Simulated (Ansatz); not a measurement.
```xyz
7

Cl   -1.4880   -0.9776    1.3318
C    -0.7551   -0.0115    0.0317
Cl   -1.5858    1.5562   -0.0825
Cl   -0.9115   -0.8792   -1.5121
Ge    1.1272    0.2798    0.4232
H     1.7639    1.1206   -0.7125
H     1.8492   -1.0883    0.5205
```

Not at a stationary point (largest force 1.2 eV/Å).

The calculation used SCF PBE, Gaussian basis (Ansatz).

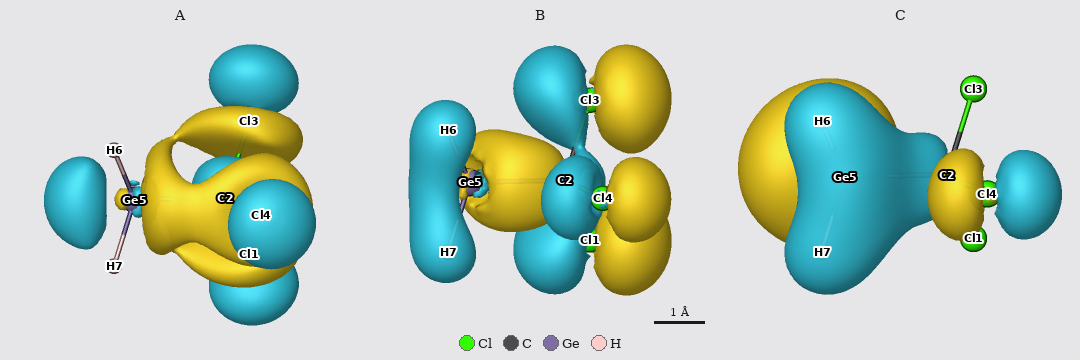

CH2Cl3Ge (SMILES Cl[C](Cl)(Cl)[GeH2]) (doublet). Three frontier orbitals at ±0.08 Å⁻³ᐟ² (yellow and cyan are the two phases), in no order.

Which picture is the HOMO−1, the HOMO and the LUMO? All are α orbitals.

B is the HOMO−1 (α) (−7.13 eV). By Hirshfeld shares it lies mainly on Cl1 (about 30 %), Cl3 (about 30 %), Ge5 (about 15 %), C2 (about 15 %) and Cl4 (about 10 %). C is the HOMO (α) (−5.38 eV). By Hirshfeld shares it lies mainly on Ge5 (about 70 %) and Cl4 (about 10 %). A is the LUMO (α) (−1.53 eV). It lies mainly on C2 (about 25 %), Cl4 (about 20 %), Cl1 (about 20 %), Cl3 (about 20 %) and Ge5 (about 10 %).

What is the gap between the highest occupied and lowest empty α orbitals?

3.85 eV between the orbital energies.
